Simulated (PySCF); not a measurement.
# NH3S (Thiohydroxylamine): MP2/STO-6G

What is the energy change on altering one bond length of NH3S (Thiohydroxylamine) at MP2/STO-6G? Input form: a Python script.

Program for the calculation: PySCF 2.14.0.

11 further runs of the same task are left out: 11 set aside as unsound or not needed.

**1. The structure to begin with**

The species is NH3S (5 atoms), meant as a singlet with charge 0. SMILES: `NS`. The shape is that of a GFN2-xTB optimisation. This is one conformer, not always the lowest.

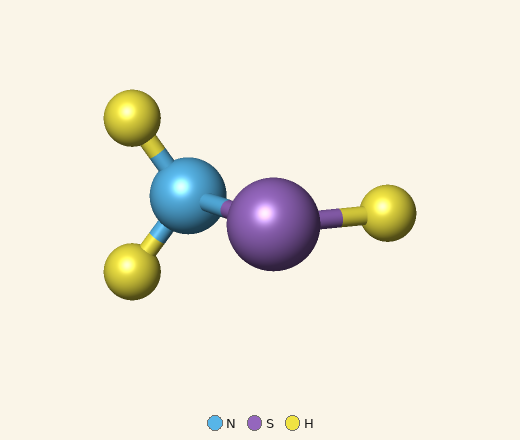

Viewed from a chosen angle; nitrogen blue, sulfur purple, hydrogen yellow.

**2. The energy at MP2/STO-6G**

The input, mol.xyz:

```xyz
5

N     -0.162760    -0.507400    -0.231700
S      0.168270     0.954370     0.610330
H      0.015040    -1.300690     0.375430
H     -1.135990    -0.524720    -0.519210
H      1.115440     1.378440    -0.234860
```

The input, job.py:

```python
from pyscf import gto, mp

molecule = gto.M(
    atom='mol.xyz',
    spin=0,
    max_memory=1860,
    charge=0,
    verbose=4,
    basis='sto-6g',
)

mf = molecule.RHF()
mf.conv_tol = 1e-10
mf.kernel()
if not mf.converged:
    mf = mf.newton().run(mf.mo_coeff, mf.mo_occ)

pt = mp.MP2(mf, frozen=6).run()
energy = pt.e_tot
print('E = %.10f Eh' % energy)
```

The run is started by

```
OMP_NUM_THREADS=1 python job.py
```

Output:

```text
PySCF version 2.14.0

[INPUT] num. atoms = 5
[INPUT] num. electrons = 26
[INPUT] charge = 0
[INPUT] spin (= nelec alpha-beta = 2S) = 0
[INPUT] symmetry False subgroup None
[INPUT] Mole.unit = angstrom
[INPUT] Symbol           X                Y                Z      unit          X                Y                Z       unit  Magmom
[INPUT]  1 N     -0.162760000000  -0.507400000000  -0.231700000000 AA   -0.307571824034  -0.958847035604  -0.437849543062 Bohr   0.0
[INPUT]  2 S      0.168270000000   0.954370000000   0.610330000000 AA    0.317984214981   1.803497921501   1.153356545606 Bohr   0.0
[INPUT]  3 H      0.015040000000  -1.300690000000   0.375430000000 AA    0.028421480913  -2.457947872961   0.709459878945 Bohr   0.0
[INPUT]  4 H     -1.135990000000  -0.524720000000  -0.519210000000 AA   -2.146709980245  -0.991577092082  -0.981164701135 Bohr   0.0
[INPUT]  5 H      1.115440000000   1.378440000000  -0.234860000000 AA    2.107876108385   2.604874079145  -0.443821077615 Bohr   0.0

nuclear repulsion = 57.857555808558
number of shells = 11
number of NR pGTOs = 102
number of NR cGTOs = 17
basis = sto-6g
ecp = {}

******** <class 'pyscf.scf.hf.RHF'> ********
method = RHF
initial guess = minao
damping factor = 0
level_shift factor = 0
DIIS = <class 'pyscf.scf.diis.CDIIS'>
diis_start_cycle = 1
diis_space = 8
diis_damp = 0
SCF conv_tol = 1e-10
SCF conv_tol_grad = None
SCF max_cycles = 50
direct_scf = True
direct_scf_tol = 1e-13
Set gradient conv threshold to 1e-05
Initial guess from minao.
init E= -452.054805986652
  HOMO = -0.216859546386483  LUMO = 0.218325035711023  gap/eV = 11.84198
cycle= 1 E= -452.126738315233  delta_E= -0.0719  |g|= 0.205  |ddm|= 2.77
  HOMO = -0.235937620130499  LUMO = 0.466055349446676  gap/eV = 19.10220
cycle= 2 E= -452.145790053086  delta_E= -0.0191  |g|= 0.0354  |ddm|= 0.364
  HOMO = -0.272496110172243  LUMO = 0.432099564352101  gap/eV = 19.17302
cycle= 3 E= -452.14665081132  delta_E= -0.000861  |g|= 0.0119  |ddm|= 0.0888
  HOMO = -0.275727064407895  LUMO = 0.433036814570769  gap/eV = 19.28645
cycle= 4 E= -452.146758518776  delta_E= -0.000108  |g|= 0.00327  |ddm|= 0.0358
  HOMO = -0.274927501583971  LUMO = 0.433036681833789  gap/eV = 19.26469
cycle= 5 E= -452.146768858278  delta_E= -1.03e-05  |g|= 0.00096  |ddm|= 0.0124
  HOMO = -0.274955748187202  LUMO = 0.433130395992748  gap/eV = 19.26801
cycle= 6 E= -452.146769804649  delta_E= -9.46e-07  |g|= 0.000142  |ddm|= 0.00441
  HOMO = -0.274974958323612  LUMO = 0.433112091140778  gap/eV = 19.26803
cycle= 7 E= -452.146769823726  delta_E= -1.91e-08  |g|= 2.94e-05  |ddm|= 0.000536
  HOMO = -0.274974442179284  LUMO = 0.433109776461689  gap/eV = 19.26795
cycle= 8 E= -452.146769824489  delta_E= -7.62e-10  |g|= 2.95e-06  |ddm|= 0.000114
  HOMO = -0.274975299273443  LUMO = 0.433109470989903  gap/eV = 19.26797
cycle= 9 E= -452.146769824495  delta_E= -6.25e-12  |g|= 2.95e-07  |ddm|= 9.5e-06
  HOMO = -0.274975348298794  LUMO = 0.433109410045668  gap/eV = 19.26797
Extra cycle  E= -452.146769824494  delta_E= 9.09e-13  |g|= 1.05e-07  |ddm|= 6.26e-07
converged SCF energy = -452.146769824494

******** <class 'pyscf.mp.mp2.RMP2'> ********
nocc = 7, nmo = 11
frozen orbitals 6
E(RMP2) = -452.217666645109  E_corr = -0.0708968206149956
E(SCS-RMP2) = -452.226965656277  E_corr = -0.080195831783486
E_corr(same-spin) = -0.00563117648597151
E_corr(oppo-spin) = -0.0652656441290241
E = -452.2176666451 Eh
```

Wall time 0.7 s (1 thread of Intel Xeon Platinum 8488C (Sapphire Rapids), shared host); peak memory 0.12 GiB.

**3. The distorted shape, same level**

The input, input.py:

```python
from pyscf import gto, mp

mol = gto.M(
    atom='''
N       -0.636346      -0.719435       0.190896
S       -0.305316       0.742335       1.032926
H       -0.458546      -1.512725       0.798026
H       -1.609576      -0.736755      -0.096614
H        1.115440       1.378440      -0.234860
''',
    verbose=3,
    basis='sto-6g',
    max_memory=1860,
    spin=0,
)

hf = mol.RHF()
hf.conv_tol = 1e-10
hf.kernel()
if not hf.converged:
    hf = hf.newton().run(hf.mo_coeff, hf.mo_occ)

pt = mp.MP2(hf, frozen=6).run()
e_final = pt.e_tot
print(f'total energy: {e_final:.8f} hartree')
```

The run is started by

```
OMP_NUM_THREADS=1 python input.py
```

Output:

```text
converged SCF energy = -452.012621488547
E(RMP2) = -452.113118540783  E_corr = -0.100497052236251
E(SCS-RMP2) = -452.126491092554  E_corr = -0.113869604007214
total energy: -452.11311854 hartree
```

It took 0.68 s on 1 thread of Intel Xeon Platinum 8488C (Sapphire Rapids), shared host; peak memory 0.11 GiB.

**4. What came out**

Level: MP2/STO-6G, 6 core orbitals frozen.

| quantity | value |
| --- | --- |
| first shape: total energy | -452.21767 Eh |
| first shape: dipole moment (Hartree–Fock density) | 0.79 D |
| first shape: HOMO energy (Hartree–Fock orbitals) | -7.48 eV |
| first shape: LUMO energy (Hartree–Fock orbitals) | 11.79 eV |
| first shape: HOMO–LUMO gap (Hartree–Fock orbitals) | 19.27 eV |
| first shape: correlation energy (6 core orbitals frozen) | -70.9 mEh |
| distorted shape: total energy | -452.11312 Eh |
| distorted shape: dipole moment (Hartree–Fock density) | 1.52 D |
| distorted shape: HOMO energy (Hartree–Fock orbitals) | -7.27 eV |
| distorted shape: LUMO energy (Hartree–Fock orbitals) | 5.55 eV |
| distorted shape: HOMO–LUMO gap (Hartree–Fock orbitals) | 12.82 eV |
| distorted shape: correlation energy (6 core orbitals frozen) | -100.5 mEh |
| energy change with the S2–H5 bond stretched from 1.338 to 2.008 Å | 2.845 eV |

With the S2–H5 bond stretched from 1.338 to 2.008 Å the energy rises by 2.84 eV (274 kJ/mol). The first shape isn't relaxed at this level, so the change isn't measured from a minimum. The minimal basis adds a large error of its own. Mulliken charges (first shape) of the mean-field density run from -0.50 on N1 to +0.21 on S2; they depend strongly on the basis. Mulliken charges (distorted shape) of the mean-field density run from -0.50 on N1 to +0.23 on S2; they depend strongly on the basis.
